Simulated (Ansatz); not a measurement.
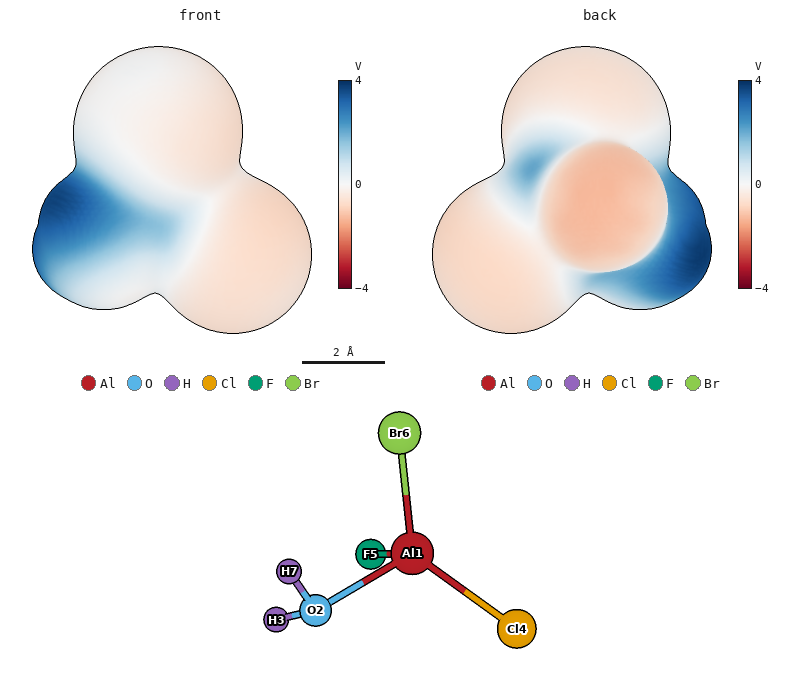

Figure 1: AlBrClFH$_{2}$O. The electrostatic potential painted on the density surface at 0.002 e/bohr³, seen from the front and from behind; red is negative and blue positive. The bare structure is drawn below in the same view.

Method: Ansatz, RKS PBE-D4/def2-SVP.

Input file:

```
crystal:
  periodic: [false, false, false]
  atoms:
    - { symbol: Al, position_ang: [-0.029492, -0.216963, 0.011598] }
    - { symbol: O, position_ang: [-0.003056, -0.319726, 1.762991] }
    - { symbol: H, position_ang: [-0.837001, -0.409195, 2.260464] }
    - { symbol: Cl, position_ang: [1.773507, -0.441672, -1.010897] }
    - { symbol: F, position_ang: [-1.477102, -0.098076, -0.811748] }
    - { symbol: Br, position_ang: [0.512063, 3.118652, 1.263698] }
    - { symbol: H, position_ang: [0.478781, 1.81228, 2.024093] }
basis:
  gaussian: { orbitals: def2-SVP }
hamiltonian:
  xc: pbe
  dispersion: d4
relax:
  f_tol: 0.03
  max_steps: 50
output:
  orbitals: {}
```

Launched as:

```sh
ansatz run input.yaml --threads 2 --pin off --max-ram 3072MiB --backend cpu --events-out ev --progress --plain --runs-dir out
```

The fields are those of the run's last geometry, not of the input's.

Q: Where is the surface potential most negative and most positive?

A: The most negative region (about −1.3 V) lies over F5, the most positive (about +3.7 V) over H3 and H7.
